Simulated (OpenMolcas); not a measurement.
# Si2H5OF (SMILES O[SiH](F)[SiH3]): levels of theory compared

Wanted: a comparison of 6 runs (HF/STO-3G, BLYP/6-31G*, M06-L/6-31G*, SVWN5/6-31G*, r2SCAN/6-31G*, revPBE/6-31G*) of Si2H5OF. 

Program for the calculation: OpenMolcas 26.06.

1 further run of the same task is left out (set aside as unsound or not needed).

## 1. The structure to begin with

Si2H5OF has 9 atoms, charge 0, and is taken as a singlet. SMILES: `O[SiH](F)[SiH3]`. The shape is that of a PBE0-D4/def2-TZVP optimisation. This is one conformer, not always the lowest.

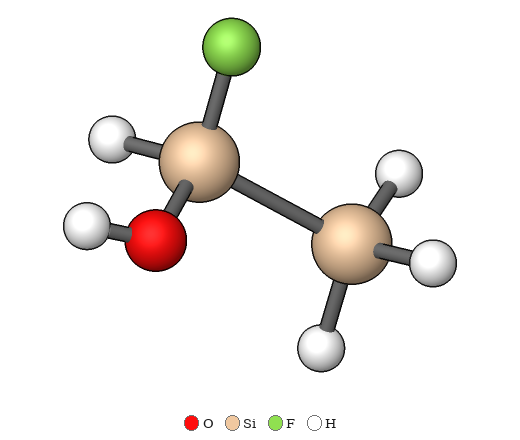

Viewed from a chosen angle; oxygen red, silicon light orange, fluorine green, hydrogen white.

## 2. Energy and forces at HF/STO-3G (run 1)

Contents of geom.xyz:

```xyz
9

O     -0.392500    -0.610800     1.768100
Si    -0.831500    -0.160600     0.257700
F     -1.775600     1.133800     0.319400
Si     1.135000     0.371100    -0.891700
H     -1.050500    -1.005600     2.343000
H     -1.664600    -1.215400    -0.380600
H      0.798700     0.860600    -2.255200
H      1.981700    -0.845200    -1.013900
H      1.887800     1.425600    -0.163800
```

Contents of test.inp:

```
>>> EXPORT MOLCAS_PRINT=2
&GATEWAY
BasLib
$CurrDir
Coord
geom.xyz
Basis
STO-3G
Group
NoSym
&SEWARD
&SCF
Thresholds
1e-10 1e-07 1e-07 1e-05
PrOrbitals
1 1
&ALASKA
```

The basis set STO-3G is read from a file made from the Basis Set Exchange's data (not shown).

Launch:

```console
$ export MOLCAS_MEM=1860
$ pymolcas test.inp > test.log
```

Output:

```text
--- Start Module: gateway ---
[...]
--- Stop Module: gateway /rc=_RC_ALL_IS_WELL_ ---
[...]
      Basis functions           33
[...]
--- Start Module: scf ---
[...]
       Convergence after  11 Iterations
[...]
::    Total SCF energy                               -746.0285994673
[...]
      Total spin, S                                     0.0000000000
[...]
      Total electronic charge=   50.000000
      Total            charge=   -0.000000
[...]
      Dipole Moment (debye):
      Origin of the operator (angstrom)=   -0.3079    0.1758    0.1576
                   X= -3.8552E-01               Y= -1.0081E+00               Z= -3.1414E-01           Total=  1.1241E+00
      Quadrupole Moment (debye*angstrom):
[...]
--- Stop Module: scf /rc=_RC_ALL_IS_WELL_ ---
[...]
--- Start Module: alaska ---
[...]
 *              Molecular gradients               *
 **************************************************
  Irreducible representation: a
 ------------------------------------------------------------------------------------------
                              X                       Y                       Z
 ------------------------------------------------------------------------------------------
  O1               -3.45066966673997E-02   -8.38243251415527E-03   -6.94375004581183E-03
  SI2              -5.22922430263506E-03    2.00460521765304E-02    4.35635512455019E-02
  F3                8.54872750636382E-03   -1.01336323561760E-02   -5.09216866933784E-03
  SI4              -3.47478457582540E-04    3.37144155811808E-03    1.36017765390584E-03
  H5                2.58808791088425E-02    8.72179177404364E-03   -6.45302483494081E-03
  H6               -1.83749762476721E-02   -1.92164420586751E-02   -1.17880892046887E-02
  H7               -9.06261594105473E-03    1.05443158579919E-02   -3.01878152535116E-02
  H8                1.73848996669630E-02   -2.82939300255451E-02   -1.74677154453462E-03
[...]
--- Stop Module: alaska /rc=_RC_ALL_IS_WELL_ ---
[...]
```

It took 4.5 s on 1 thread of AMD EPYC 7R43 (Zen 3), shared host; peak memory 0.36 GiB.

## 3. Energy and forces at BLYP/6-31G(d) (spherical functions) (run 2)

Contents of mol.inp:

```
>>> EXPORT MOLCAS_PRINT=2

&gateway
 baslib
 $CurrDir
 coord
 9
 angstrom
 O       -0.392500      -0.610800       1.768100
 Si      -0.831500      -0.160600       0.257700
 F       -1.775600       1.133800       0.319400
 Si       1.135000       0.371100      -0.891700
 H       -1.050500      -1.005600       2.343000
 H       -1.664600      -1.215400      -0.380600
 H        0.798700       0.860600      -2.255200
 H        1.981700      -0.845200      -1.013900
 H        1.887800       1.425600      -0.163800
 basis
 6-31Gs
 group
 NoSym

&seward
 gridinput
 Grid=UltraFine
 End of Grid

&scf
 ksdft
 BLYP
 thresholds
 1e-10 1e-07 1e-07 1e-05
 prorbitals
 1 2

&alaska
```

The basis set 6-31G* is read from a file made from the Basis Set Exchange's data (not shown).

Launch:

```console
$ export MOLCAS_MEM=1860
$ pymolcas mol.inp > mol.log
```

Output:

```text
--- Start Module: gateway ---
[...]
--- Stop Module: gateway /rc=_RC_ALL_IS_WELL_ ---
[...]
      Basis functions           74
[...]
--- Start Module: scf ---
[...]
       Convergence after  14 Iterations
[...]
::    Total KS-DFT energy                            -757.0558652172
[...]
      Total spin, S                                     0.0000000000
[...]
      Total electronic charge=   50.000000
      Total            charge=   -0.000000
[...]
      Dipole Moment (debye):
      Origin of the operator (angstrom)=   -0.3079    0.1758    0.1576
                   X= -5.2100E-01               Y= -1.3382E+00               Z=  5.2336E-01           Total=  1.5284E+00
      Quadrupole Moment (debye*angstrom):
[...]
--- Stop Module: scf /rc=_RC_ALL_IS_WELL_ ---
[...]
--- Start Module: alaska ---
[...]
 *              Molecular gradients               *
 **************************************************
  Irreducible representation: a
 ------------------------------------------------------------------------------------------
                              X                       Y                       Z
 ------------------------------------------------------------------------------------------
  O1               -1.98715243516121E-02   -5.77505215930252E-04   -1.02641541305211E-02
  SI2              -4.99800381059234E-03    7.60705770655790E-03    1.59509835984810E-02
  F3                1.37517200708306E-02   -1.88331729659375E-02   -4.12160577201615E-04
  SI4               1.91010286222770E-03    1.58834018961018E-03   -1.43061422866175E-03
  H5                1.24544570090457E-02    7.34769079695718E-03   -1.04933702454844E-02
  H6                2.10861220138359E-03    4.36818279103779E-03    3.30986951783263E-03
  H7                1.03240635354163E-04   -1.42225883320357E-03    3.64708873899211E-03
  H8               -2.93393873694292E-03    2.69153704301184E-03    8.56907334466417E-04
[...]
--- Stop Module: alaska /rc=_RC_ALL_IS_WELL_ ---
[...]
```

Wall time 36 s (1 thread of AMD EPYC 7R43 (Zen 3), shared host); peak memory 0.43 GiB.

Runs 3 to 5 aren't shown in full; the table further down has their settings and results.

## 4. Energy and gradient at revPBE/6-31G(d) (spherical functions) (run 6)

Contents of job.input:

```
>>> EXPORT MOLCAS_PRINT=2
&GATEWAY
BasLib=$CurrDir
Coord
9
angstrom
O       -0.392500      -0.610800       1.768100
Si      -0.831500      -0.160600       0.257700
F       -1.775600       1.133800       0.319400
Si       1.135000       0.371100      -0.891700
H       -1.050500      -1.005600       2.343000
H       -1.664600      -1.215400      -0.380600
H        0.798700       0.860600      -2.255200
H        1.981700      -0.845200      -1.013900
H        1.887800       1.425600      -0.163800
Basis=6-31Gs
Group=NoSym
&SEWARD
GridInput
Grid=UltraFine
End of Grid
&SCF
KSDFT=revPBE
Thresholds=1e-10 1e-07 1e-07 1e-05
PrOrbitals=1 1
&ALASKA
```

The basis set 6-31G* is read from a file made from the Basis Set Exchange's data (not shown).

Launch:

```console
$ export MOLCAS_MEM=1860
$ pymolcas job.input > job.log
```

Output:

```text
--- Start Module: gateway ---
[...]
--- Stop Module: gateway /rc=_RC_ALL_IS_WELL_ ---
[...]
      Basis functions           74
[...]
--- Start Module: scf ---
[...]
       Convergence after  14 Iterations
[...]
::    Total KS-DFT energy                            -756.9128305839
[...]
      Total spin, S                                     0.0000000000
[...]
      Total electronic charge=   50.000000
      Total            charge=   -0.000000
[...]
      Dipole Moment (debye):
      Origin of the operator (angstrom)=   -0.3079    0.1758    0.1576
                   X= -5.3540E-01               Y= -1.3295E+00               Z=  5.4235E-01           Total=  1.5324E+00
      Quadrupole Moment (debye*angstrom):
[...]
--- Stop Module: scf /rc=_RC_ALL_IS_WELL_ ---
[...]
--- Start Module: alaska ---
[...]
 *              Molecular gradients               *
 **************************************************
  Irreducible representation: a
 ------------------------------------------------------------------------------------------
                              X                       Y                       Z
 ------------------------------------------------------------------------------------------
  O1               -2.05152060067375E-02    4.67439032591166E-04   -1.30936470558982E-02
  SI2              -6.11633056683214E-03    7.88653217892943E-03    1.65925051431337E-02
  F3                1.50360523924924E-02   -2.07454858935812E-02   -2.48807124179462E-04
  SI4               3.35543789988080E-03    2.10258774827254E-03   -2.31570852453267E-03
  H5                1.19309828011982E-02    6.71332648676248E-03   -9.01074272912128E-03
  H6                2.83469543862003E-03    5.42808234659997E-03    4.06701043885649E-03
  H7                5.97820026520424E-04   -1.96614578311016E-03    5.14031729556130E-03
  H8               -3.83054630847601E-03    4.08302770919633E-03    9.49158355894486E-04
[...]
--- Stop Module: alaska /rc=_RC_ALL_IS_WELL_ ---
[...]
```

Wall time 32 s (1 thread of AMD EPYC 7R43 (Zen 3), shared host); peak memory 0.43 GiB.

## 5. All runs side by side

```
run                                level  integration grid  energy (Eh)  dipole moment (D)  HOMO energy (eV)  LUMO energy (eV)  wall time
  1                            HF/STO-3G                 –  -746.028599               1.12             -8.44             10.59      4.5 s
  2    BLYP/6-31G* (spherical functions)         UltraFine  -757.055865               1.53             -6.72             -0.38       36 s
  3   M06-L/6-31G* (spherical functions)         UltraFine  -757.082128               1.56             -7.16             -0.10       38 s
  4   SVWN5/6-31G* (spherical functions)         UltraFine  -753.571236               1.60             -6.90             -0.68       29 s
  5  r2SCAN/6-31G* (spherical functions)         UltraFine  -756.968701               1.59             -7.22             -0.16       39 s
  6  revPBE/6-31G* (spherical functions)         UltraFine  -756.912831               1.53             -6.85             -0.45       32 s
```

## 6. Outcome

```
                       quantity          value
            run 6: total energy  -756.91283 Eh
           run 6: dipole moment         1.53 D
             run 6: HOMO energy       -6.85 eV
             run 6: LUMO energy       -0.45 eV
           run 6: HOMO–LUMO gap        6.39 eV
run 6: largest force on an atom     1.318 eV/Å
```

In words: The dipole moment (its size) runs from 1.12 D (HF/STO-3G) to 1.60 D (SVWN5/6-31G*). The two ends differ in method and basis. The HOMO–LUMO gap runs from 6.22 eV (SVWN5/6-31G*) to 19.03 eV (HF/STO-3G). Totals of different functionals can't be ranked against each other. In run 1 the basis is minimal, so the values are rough. All runs together took 3 min, the longest 39 s.
